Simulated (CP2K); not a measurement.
# CH7InN2 (SMILES [CH3][In]([NH2])[NH2]) at PM3

What is the energy change on altering one bond length of CH7InN2 at PM3? 

The results are computed with CP2K 2026.2.

1 further run of the same task is left out (it didn't finish).

### 1 Starting point

The species is CH7InN2 (11 atoms), meant as a singlet with charge 0. SMILES: `[CH3][In]([NH2])[NH2]`. The shape is that of a PBE0-D4/def2-TZVP optimisation.

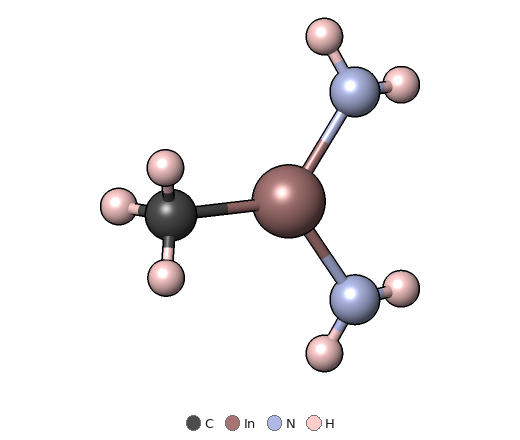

Viewed from a chosen angle; carbon dark grey, indium brown, nitrogen light blue, hydrogen pink.

### 2 Energy and gradient at PM3

The input, mol.inp:

```
&GLOBAL
  PROJECT_NAME mol
  RUN_TYPE ENERGY_FORCE
  PRINT_LEVEL MEDIUM
&END GLOBAL

&FORCE_EVAL
  METHOD QS
  &DFT
    CHARGE 0
    MULTIPLICITY 1
    &QS
      METHOD PM3
      EPS_DEFAULT 1.0E-10
      &SE
        &COULOMB
          CUTOFF [angstrom] 50
          RC_RANGE [angstrom] 0
        &END COULOMB
        &EXCHANGE
          CUTOFF [angstrom] 50
          RC_RANGE [angstrom] 0
        &END EXCHANGE
      &END SE
    &END QS
    &POISSON
      PERIODIC NONE
      POISSON_SOLVER ANALYTIC
    &END POISSON
    &SCF
      SCF_GUESS ATOMIC
      EPS_SCF 1.0E-06
      MAX_SCF 80
      ADDED_MOS 4
      &DIAGONALIZATION
        ALGORITHM STANDARD
      &END DIAGONALIZATION
      &MIXING
        METHOD DIRECT_P_MIXING
        ALPHA 0.4
      &END MIXING
    &END SCF
    &PRINT
      &MOMENTS
        PERIODIC F
        REFERENCE COM
        MAX_MOMENT 1
      &END MOMENTS
      &MO ON
        ENERGIES T
        OCCUPATION_NUMBERS T
        NDIGITS 6
        &EACH
          QS_SCF 0
        &END EACH
        ADD_LAST NUMERIC
      &END MO
      &HIRSHFELD OFF
      &END HIRSHFELD
    &END PRINT
  &END DFT
  &SUBSYS
    &CELL
      ABC [angstrom] 15.7 16.2 17.1
      PERIODIC NONE
    &END CELL
    &COORD
      C     -1.176900     1.584200    -0.078300
      In     0.112100    -0.120200     0.009000
      N      0.685900    -1.000100     1.740300
      N      1.120300    -0.841700    -1.592100
      H     -0.899400     2.225800    -0.914700
      H     -1.111500     2.155400     0.847800
      H     -2.210300     1.261900    -0.215400
      H      0.107300    -0.906300     2.560700
      H      1.087200    -1.925100     1.717500
      H      0.770300    -0.664600    -2.520900
      H      1.514900    -1.769100    -1.553900
    &END COORD
    &TOPOLOGY
      &CENTER_COORDINATES
      &END CENTER_COORDINATES
    &END TOPOLOGY
  &END SUBSYS
  &PRINT
    &FORCES ON
    &END FORCES
  &END PRINT
&END FORCE_EVAL
```

Run with:

```console
$ OMP_NUM_THREADS=1 cp2k.psmp -i mol.inp > mol.out 2>&1
```

Standard output:

```text
CP2K| version string:                                       CP2K version 2026.2
[...]
 GLOBAL| Method name                                                        CP2K
[...]
 GLOBAL| Run type                                                   ENERGY_FORCE
[...]
                             - Atoms:                                         11
[...]
                             - Spherical basis functions:                     23
[...]
 Number of electrons:                                                         24
[...]
     1 P_Mix/Diag. 0.40E+00    0.0     0.82411442       -16.1816220226 -1.62E+01
[...]
    18 DIIS/Diag.  0.15E-06    0.0     0.00000072       -22.2391863721 -1.10E-11
  *** SCF run converged in    18 steps ***
  Core-core repulsion energy [eV]:                           1230.33891043704148
  Core Hamiltonian energy [eV]:                              -903.73390398883078
  Two-electron integral energy [eV]:                        -1863.52808695633826
  Electronic energy [eV]:                                   -1835.49794746700013
  Total energy [eV]:                                         -605.15903702995831
  Atomic reference energy [eV]:                               605.48715247508630
  Heat of formation [kcal/mol]:                                 7.56652251625331
[...]
 SE_DIPOLE| Moment [Debye]          0.32325729       1.50396042       0.11449744
 SE_DIPOLE| Derivative [a.u.]       0.00000000       0.00000000       0.00000000
 ENERGY| Total FORCE_EVAL ( QS ) energy [hartree]            -22.239186372146428
 FORCES| Atomic forces [hartree/bohr]
 FORCES|   Atom     x               y               z               |f|
 FORCES|      1  1.59658352E-03  2.42877588E-03  2.92061140E-04   2.92118656E-03
 FORCES|      2 -7.93882242E-03  9.55608131E-04 -1.00193704E-03   8.05865784E-03
 FORCES|      3 -3.48836151E-03 -1.79090331E-02  1.81097830E-02   2.57073214E-02
 FORCES|      4  1.53838007E-03 -1.60975864E-02 -1.99547351E-02   2.56844380E-02
 FORCES|      5 -4.15153199E-05  2.43506271E-03 -1.45025035E-03   2.83451583E-03
 FORCES|      6 -4.03534286E-04  2.33423436E-03  1.61148318E-03   2.86502496E-03
 FORCES|      7 -2.72451251E-03 -1.05936944E-03 -3.73249896E-04   2.94695564E-03
 FORCES|      8  9.27678300E-03  1.71820079E-03 -7.88267936E-03   1.22942080E-02
 FORCES|      9 -2.34313664E-03  1.21573050E-02  3.14986200E-04   1.23850543E-02
 FORCES|     10  6.90900062E-03  8.57319887E-04  1.01009162E-02   1.22677543E-02
 FORCES|     11 -2.38086451E-03  1.21794822E-02  2.33622011E-04   1.24122070E-02
 FORCES| Sum    -1.16226473E-16 -1.42247325E-16 -2.77555756E-17
 FORCES| Total atomic force                                       1.85777465E-16
[...]
```

Wall time 0.91 s (1 thread of Intel Xeon Platinum 8488C (Sapphire Rapids), shared host); peak memory 0.18 GiB.

### 3 The distorted shape, same level

The input, gas.inp:

```
&GLOBAL
  PROJECT gas
  RUN_TYPE ENERGY_FORCE
  PRINT_LEVEL MEDIUM
&END GLOBAL

&FORCE_EVAL
  METHOD QS
  &DFT
    CHARGE 0
    MULTIPLICITY 1
    &QS
      METHOD PM3
      EPS_DEFAULT 1.0E-10
      &SE
        &COULOMB
          CUTOFF [angstrom] 50
          RC_RANGE [angstrom] 0
        &END COULOMB
        &EXCHANGE
          CUTOFF [angstrom] 50
          RC_RANGE [angstrom] 0
        &END EXCHANGE
      &END SE
    &END QS
    &POISSON
      PERIODIC NONE
      POISSON_SOLVER ANALYTIC
    &END POISSON
    &SCF
      SCF_GUESS ATOMIC
      EPS_SCF 1.0E-06
      MAX_SCF 80
      ADDED_MOS 4
      &DIAGONALIZATION
        ALGORITHM STANDARD
      &END DIAGONALIZATION
      &MIXING
        METHOD DIRECT_P_MIXING
        ALPHA 0.4
      &END MIXING
    &END SCF
    &PRINT
      &MOMENTS
        PERIODIC F
        REFERENCE COM
        MAX_MOMENT 1
      &END MOMENTS
      &MO ON
        ENERGIES T
        OCCUPATION_NUMBERS T
        NDIGITS 6
        &EACH
          QS_SCF 0
        &END EACH
        ADD_LAST NUMERIC
      &END MO
      &HIRSHFELD OFF
      &END HIRSHFELD
    &END PRINT
  &END DFT
  &SUBSYS
    &CELL
      ABC [angstrom] 16.2 16.7 17.1
      PERIODIC NONE
    &END CELL
    &COORD
      C     -1.628067     2.180763    -0.108856
      In     0.112100    -0.120200     0.009000
      N      0.685900    -1.000100     1.740300
      N      1.120300    -0.841700    -1.592100
      H     -1.350567     2.822363    -0.945256
      H     -1.562667     2.751963     0.817244
      H     -2.661467     1.858463    -0.245956
      H      0.107300    -0.906300     2.560700
      H      1.087200    -1.925100     1.717500
      H      0.770300    -0.664600    -2.520900
      H      1.514900    -1.769100    -1.553900
    &END COORD
    &TOPOLOGY
      &CENTER_COORDINATES
      &END CENTER_COORDINATES
    &END TOPOLOGY
  &END SUBSYS
  &PRINT
    &FORCES ON
    &END FORCES
  &END PRINT
&END FORCE_EVAL
```

Run with:

```console
$ OMP_NUM_THREADS=1 cp2k.psmp gas.inp > gas.out
```

Standard output:

```text
CP2K| version string:                                       CP2K version 2026.2
[...]
 GLOBAL| Method name                                                        CP2K
[...]
 GLOBAL| Run type                                                   ENERGY_FORCE
[...]
                             - Atoms:                                         11
[...]
                             - Spherical basis functions:                     23
[...]
 Number of electrons:                                                         24
[...]
     1 P_Mix/Diag. 0.40E+00    0.0     0.82488335       -16.2413054627 -1.62E+01
[...]
    18 DIIS/Diag.  0.97E-07    0.0     0.00000020       -22.1758066329 -3.06E-12
  *** SCF run converged in    18 steps ***
  Core-core repulsion energy [eV]:                           1163.90671098750863
  Core Hamiltonian energy [eV]:                              -897.54380284429135
  Two-electron integral energy [eV]:                        -1739.59458952037016
  Electronic energy [eV]:                                   -1767.34109760447632
  Total energy [eV]:                                         -603.43438661696769
  Atomic reference energy [eV]:                               605.48715247508630
  Heat of formation [kcal/mol]:                                47.33790900940767
[...]
 SE_DIPOLE| Moment [Debye]          0.56061593       1.13026517       0.12844828
 SE_DIPOLE| Derivative [a.u.]       0.00000000       0.00000000       0.00000000
 ENERGY| Total FORCE_EVAL ( QS ) energy [hartree]            -22.175806632913378
 FORCES| Atomic forces [hartree/bohr]
 FORCES|   Atom     x               y               z               |f|
 FORCES|      1  1.77538730E-02 -2.24684597E-02  1.27430901E-03   2.86645347E-02
 FORCES|      2 -4.84248734E-02  5.56747080E-02 -3.69364118E-03   7.38802034E-02
 FORCES|      3 -5.35996238E-03 -1.46274290E-02  1.77655323E-02   2.36284789E-02
 FORCES|      4 -4.02582023E-04 -1.28385178E-02 -1.97970974E-02   2.35990397E-02
 FORCES|      5  8.06348017E-03 -1.06472083E-02  1.44610218E-03   1.34340600E-02
 FORCES|      6  8.28098374E-03 -1.05604346E-02 -3.22752007E-04   1.34239204E-02
 FORCES|      7  9.24312859E-03 -1.09385240E-02  6.65263511E-04   1.43362934E-02
 FORCES|      8  9.47617473E-03  1.68505172E-03 -7.67765439E-03   1.23119318E-02
 FORCES|      9 -2.76306830E-03  1.19701606E-02 -6.22687500E-04   1.23006923E-02
 FORCES|     10  7.15564089E-03  8.40459781E-04  9.95157024E-03   1.22858992E-02
 FORCES|     11 -3.02279494E-03  1.19101934E-02  1.01105517E-03   1.23293239E-02
 FORCES| Sum    -1.59594560E-16 -2.91433544E-16  4.85722573E-17
 FORCES| Total atomic force                                       3.35802320E-16
[...]
```

Run time: 0.91 s. Hardware: 1 thread of Intel Xeon Platinum 8488C (Sapphire Rapids), shared host; peak memory 0.18 GiB.

### 4 Summary of results

Level: PM3.

| quantity | value |
| --- | --- |
| first shape: total energy | -22.23919 Eh |
| first shape: dipole moment | 1.54 D |
| first shape: HOMO energy | -9.06 eV |
| first shape: LUMO energy | -1.74 eV |
| first shape: HOMO–LUMO gap | 7.32 eV |
| first shape: heat of formation at this unrelaxed shape | 7.6 kcal/mol |
| first shape: largest force on an atom | 1.322 eV/Å |
| distorted shape: total energy | -22.17581 Eh |
| distorted shape: dipole moment | 1.27 D |
| distorted shape: HOMO energy | -9.08 eV |
| distorted shape: LUMO energy | -1.68 eV |
| distorted shape: HOMO–LUMO gap | 7.39 eV |
| distorted shape: heat of formation at this unrelaxed shape | 47.3 kcal/mol |
| distorted shape: largest force on an atom | 3.799 eV/Å |
| energy change with the C1–In2 bond stretched from 2.139 to 2.887 Å | 1.725 eV |

With the C1–In2 bond stretched from 2.139 to 2.887 Å the energy rises by 1.72 eV (40 kcal/mol). The first shape isn't relaxed at this level, so the change isn't measured from a minimum. The largest force (first shape) is 1.32 eV/Å: the shape isn't a stationary point for this species at this level.
